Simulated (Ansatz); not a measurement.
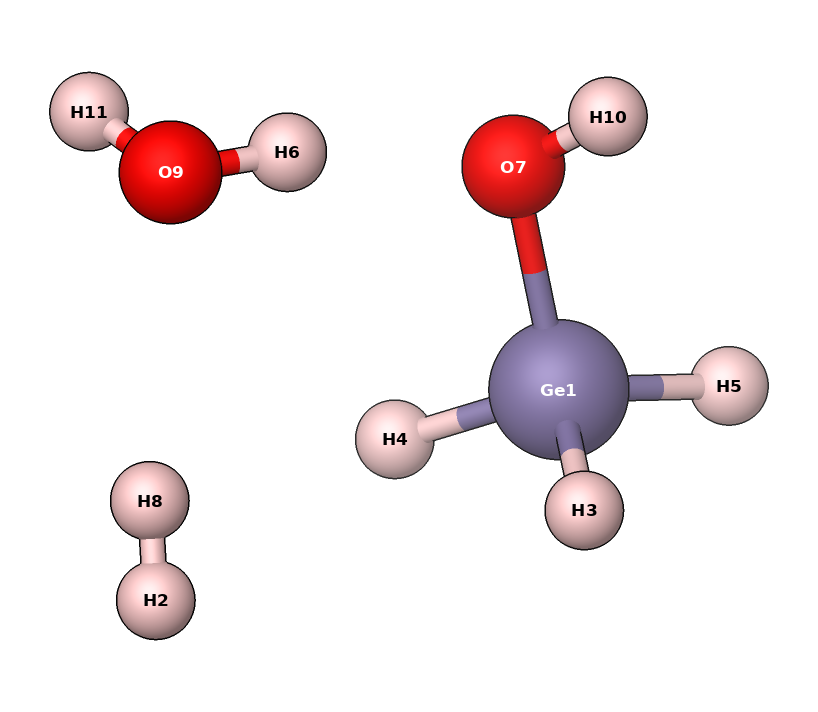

The atoms are numbered. The computed structure is the end point of a PBE0-D4/def2-TZVP optimisation.

**What is the geometry at O9?**

O9 has 2 neighbours (H6 at 0.97, H11 at 0.96 Å); the arrangement is bent.

**How are the neighbours of atom 1 arranged?**

Ge1 has 4 neighbours (H3 at 1.54, H4 at 1.53, H5 at 1.54, O7 at 1.80 Å); the arrangement is tetrahedral.

**How are the neighbours of atom 7 arranged?**

O7 has 2 neighbours (Ge1 at 1.80, H10 at 0.96 Å); the arrangement is bent.
